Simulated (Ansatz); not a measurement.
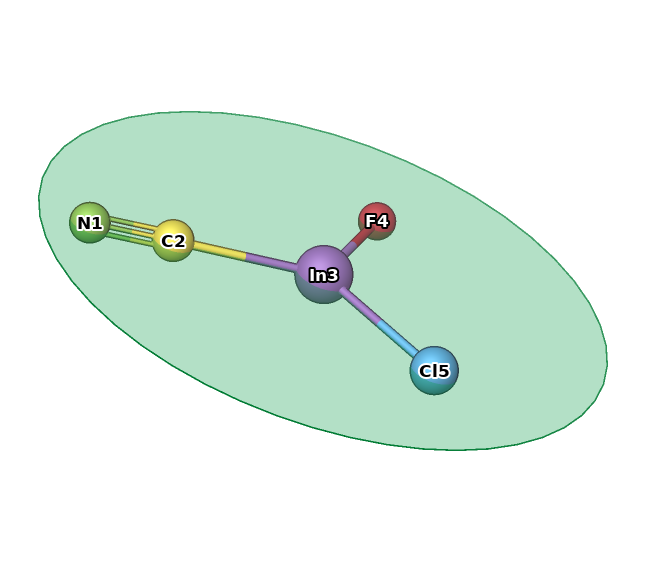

A disc through the centre of mass is drawn in. Distant atoms are faded towards the background colour. The computed structure is the end point of a PBE0-D4/def2-TZVP optimisation. No frequency run is at hand to confirm it as a minimum.

Is the plane of the disc a mirror plane of the structure?

Answer. Yes. The reflection leaves N1, C2, In3, F4, Cl5 in place. The point group is Cs.
